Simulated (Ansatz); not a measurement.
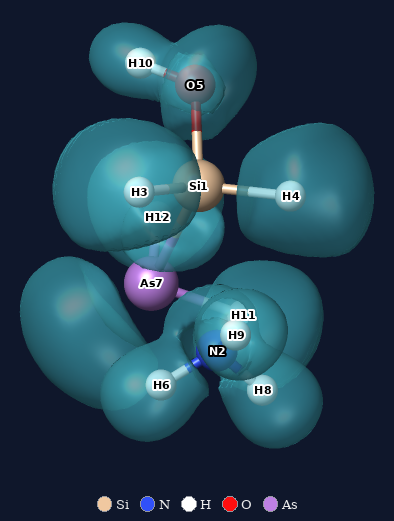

AsH5OSi···NH3. Isosurface of the ELF at 0.75 (cyan), seen at an oblique angle. Only the valence region is drawn (cores and ρ < 0.01 e/Å³ removed).

The product side of a reaction path; geometry: PBE0-D4/def2-TZVP; a saddle point, not a minimum.

Level of theory: RKS PBE0-D4/def2-TZVPP (Ansatz).

```xyz
12

Si   -0.7887   -0.5306   -0.2910
N     1.4428   -0.2110    1.3743
H     0.0412   -1.7629   -0.3770
H    -1.2914   -0.2820    1.0773
O    -2.1872   -0.7962   -1.1498
H     2.3383   -0.3282    0.9157
As    0.4270    1.2826   -1.2310
H     1.4938    0.6325    1.9329
H     1.3208   -0.9901    2.0099
H    -2.1013   -0.9963   -2.0823
H     0.0454    2.2176   -0.0939
H    -0.7407    1.7646   -2.0853
```

Question: Where are the electrons localised?

Answer: At this value the surface marks out one region between bonded As–Si atoms (shared pairs), four regions around hydrogen nuclei, one lobe on As, pointing away from the bonds (lone pairs), one joined region spread over several atoms (H, N), in which their bonds and any lone pairs are merged and one joined region spread over several atoms (H, O), in which their bonds and any lone pairs are merged. Along the contacts the grid gives the following. Si1···N2 (2.80 Å): the ELF is about 0.15 at the midpoint. Si–O (1.66 Å): the ELF peaks at about 0.85 between the atoms: a shared but strongly polarised pair.
